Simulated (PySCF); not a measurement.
**Two runs on C2H7NOSi**

System: C2H7NOSi, SMILES CC(=O)N[SiH3].
Method of run 1: GIAO LDA/pcSseg-2 NMR shielding, non-relativistic, gas phase (PySCF 2.14.0).

The geometry comes from this level: PBE0-D3(BJ)/def2-SVP. Text and figures count atoms from 1; the logs count them from 0 in places.

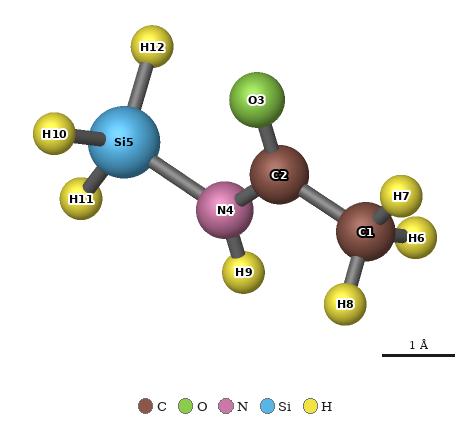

**Figure 1.** The structure (ball-and-stick view, seen at a tilt; atoms are numbered from 1 in the order of the input). Bond lengths as drawn: C–C 1.51 Å, C–H 1.10 Å, C–N 1.37 Å, C–O 1.22 Å, H–N 1.01 Å, H–Si 1.49 Å and N–Si 1.77 Å.

### Input, run 1
```
{"job": {"kind": "nmr", "xc": "LDA", "basis": "pcSseg-2", "pop": false}, "charge": 0, "multiplicity": 1}
C      1.959841     0.280049     0.250133
C      0.463852     0.352887     0.426474
O     -0.077156     1.048248     1.266133
N     -0.300646    -0.408391    -0.415560
Si    -2.058244    -0.307179    -0.214594
H      2.245465     0.628578    -0.754454
H      2.440294     0.913004     1.004460
H      2.314930    -0.756209     0.359116
H      0.154799    -0.988467    -1.109869
H     -2.483549    -0.786350     1.128344
H     -2.590552    -1.227743    -1.264284
H     -2.556270     1.072616    -0.464257
```

The first line tells a small driver script what to run in PySCF; the rest is the geometry in Å.

Command:
```bash
OMP_NUM_THREADS=1 python <driver script> task.json out
```

Hardware: 1 CPU thread, shared host.

### Output (run 1)
```
coarse grid: 10288 points
cycle   1  E = -496.9729988499  dE =  4.471e-01  |g| = 9.606e-01  |ddm| = 2.516e+00
cycle   2  E = -494.8216864786  dE =  2.151e+00  |g| = 2.929e+00  |ddm| = 5.209e+00
cycle   3  E = -497.0605280398  dE = -2.239e+00  |g| = 6.300e-01  |ddm| = 5.100e+00
cycle   4  E = -497.1401837994  dE = -7.966e-02  |g| = 2.646e-01  |ddm| = 5.136e-01
cycle   5  E = -497.1514882939  dE = -1.130e-02  |g| = 1.122e-01  |ddm| = 2.099e-01
cycle   6  E = -497.1541313447  dE = -2.643e-03  |g| = 2.988e-02  |ddm| = 8.712e-02
cycle   7  E = -497.1543451918  dE = -2.138e-04  |g| = 4.559e-03  |ddm| = 2.368e-02
cycle   8  E = -497.1543495160  dE = -4.324e-06  |g| = 1.642e-03  |ddm| = 5.053e-03
final grid: 94152 points
cycle   9  E = -497.1510014945  dE = -6.710e-05  |g| = 4.567e-03  |ddm| = 3.537e-02
cycle  10  E = -497.1509923951  dE =  9.099e-06  |g| = 7.970e-03  |ddm| = 6.565e-03
cycle  11  E = -497.1510050818  dE = -1.269e-05  |g| = 1.314e-03  |ddm| = 4.507e-03
cycle  12  E = -497.1510053569  dE = -2.751e-07  |g| = 6.330e-04  |ddm| = 1.043e-03
cycle  13  E = -497.1510054232  dE = -6.630e-08  |g| = 2.165e-04  |ddm| = 4.664e-04
cycle  14  E = -497.1510054325  dE = -9.234e-09  |g| = 4.364e-05  |ddm| = 1.617e-04
cycle  15  E = -497.1510054329  dE = -3.821e-10  |g| = 7.512e-06  |ddm| = 3.696e-05
converged SCF energy = -497.1510054329

GIAO shielding tensors (ppm)
atom      isotropic    diamagn.    paramagn.     s11        s22        s33       span
  0 C      157.288     242.952     -85.663    131.266    147.546    193.053     61.787
  1 C       -3.565     249.346    -252.911    -85.348    -11.470     86.121    171.470
  2 O     -139.189     398.535    -537.724   -462.320   -233.317    278.071    740.391
  3 N      138.103     324.406    -186.303     36.490    146.695    231.124    194.634
  4 Si     375.818     878.681    -502.863    326.850    369.058    431.546    104.696
  5 H       28.674      28.845      -0.171     25.379     27.976     32.667      7.288
  6 H       28.995      28.150       0.845     25.418     27.615     33.951      8.532
  7 H       28.700      28.900      -0.200     25.318     28.106     32.676      7.359
  8 H       25.935      33.884      -7.949     20.417     27.089     30.298      9.882
  9 H       25.818      27.796      -1.978     22.764     23.974     30.716      7.952
 10 H       26.296      27.974      -1.677     23.704     24.800     30.384      6.680
 11 H       25.821      27.827      -2.006     22.771     23.991     30.702      7.931
```

Run 2 used a changed input.

### The two runs side by side

| quantity | run 1 | run 2 |
| --- | --- | --- |
| outcome | converged | converged |
| total energy (hartree) | −497.151005 | −498.192092 |
| HOMO (eV) | −6.27 | −11.26 |
| LUMO (eV) | −1.15 | 2.23 |
| dipole moment (D) | 3.51 | 3.90 |
| shielding of C1 (ppm) | 157.3 | 167.5 |
| shielding of C2 (ppm) | −3.6 | 3.8 |
| shielding of O3 (ppm) | −139.2 | −96.8 |
| shielding of N4 (ppm) | 138.1 | 165.4 |
| shielding of Si5 (ppm) | 375.8 | 442.8 |
| shielding of H10 (ppm) | 25.8 | 27.3 |
| shielding of H12 (ppm) | 25.8 | 27.3 |
| SCF iterations | 15 | 11 |
| basis functions | 285 | 285 |
| wall time (shared host) | 34 s | 19 s |

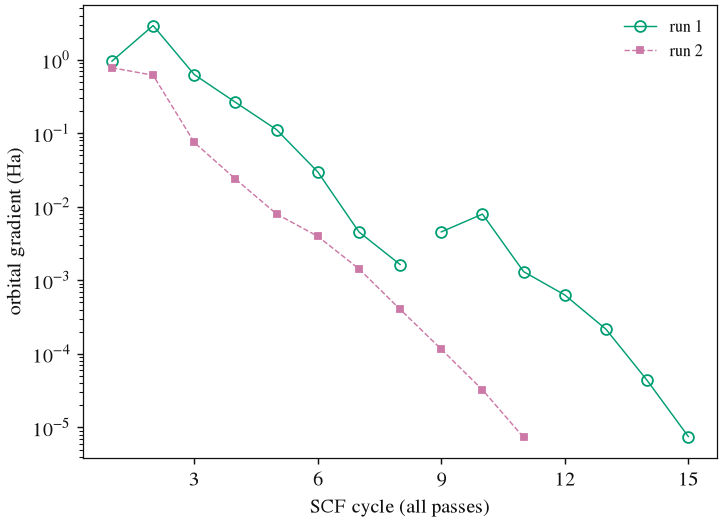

**Figure 2.** Convergence of the two runs: orbital gradient against the SCF cycle. A break in a curve parts two SCF passes (coarse and final grid). Run 1 takes 15 cycles in all, and run 2 takes 11.

Which change of the input explains these differences?

The change (lines with − go, lines with + come):
```diff
-"xc": "LDA"
+"xc": "HF"
```

The total energies belong to different methods, so their difference says nothing on which is more stable or more accurate. The HOMO goes from −6.27 to −11.26 eV. The LUMO goes from −1.15 to 2.23 eV. The dipole moment goes from 3.51 to 3.90 D. Of all shieldings, the largest change is that of Si5, by +67.0 ppm. The method changes from LDA to HF. Exact exchange removes part of the self-interaction error of semilocal functionals, which pushes filled and empty levels apart. The SCF takes 11 iterations against 15.

### Output (run 2)
```
final grid: 94152 points
cycle   1  E = -498.0421226067  dE =  7.014e-01  |g| = 7.800e-01  |ddm| = 2.331e+00
cycle   2  E = -498.1223228694  dE = -8.020e-02  |g| = 6.178e-01  |ddm| = 7.763e-01
cycle   3  E = -498.1895490438  dE = -6.723e-02  |g| = 7.526e-02  |ddm| = 3.690e-01
cycle   4  E = -498.1918208864  dE = -2.272e-03  |g| = 2.394e-02  |ddm| = 8.873e-02
cycle   5  E = -498.1920379853  dE = -2.171e-04  |g| = 7.991e-03  |ddm| = 2.864e-02
cycle   6  E = -498.1920796578  dE = -4.167e-05  |g| = 3.977e-03  |ddm| = 1.279e-02
cycle   7  E = -498.1920904238  dE = -1.077e-05  |g| = 1.435e-03  |ddm| = 7.445e-03
cycle   8  E = -498.1920919472  dE = -1.523e-06  |g| = 4.035e-04  |ddm| = 2.965e-03
cycle   9  E = -498.1920920458  dE = -9.859e-08  |g| = 1.157e-04  |ddm| = 6.575e-04
cycle  10  E = -498.1920920539  dE = -8.151e-09  |g| = 3.243e-05  |ddm| = 1.873e-04
cycle  11  E = -498.1920920545  dE = -5.489e-10  |g| = 7.304e-06  |ddm| = 5.007e-05
converged SCF energy = -498.1920920545

GIAO shielding tensors (ppm)
atom      isotropic    diamagn.    paramagn.     s11        s22        s33       span
  0 C      167.489     236.843     -69.355    145.527    160.262    196.677     51.149
  1 C        3.822     249.640    -245.818    -90.669     -7.479    109.616    200.285
  2 O      -96.801     398.525    -495.326   -387.482   -231.226    328.304    715.786
  3 N      165.405     326.665    -161.260     63.107    178.125    254.983    191.876
  4 Si     442.811     873.799    -430.989    407.788    445.126    475.518     67.730
  5 H       29.757      28.722       1.034     26.329     28.664     34.277      7.948
  6 H       29.665      27.376       2.289     25.561     28.306     35.129      9.567
  7 H       29.792      28.767       1.025     26.273     28.817     34.285      8.012
  8 H       27.322      34.809      -7.487     21.687     27.847     32.432     10.746
  9 H       27.276      28.851      -1.575     24.290     25.443     32.095      7.805
 10 H       27.732      28.905      -1.173     24.737     26.095     32.364      7.626
 11 H       27.279      28.891      -1.611     24.295     25.457     32.086      7.791
```
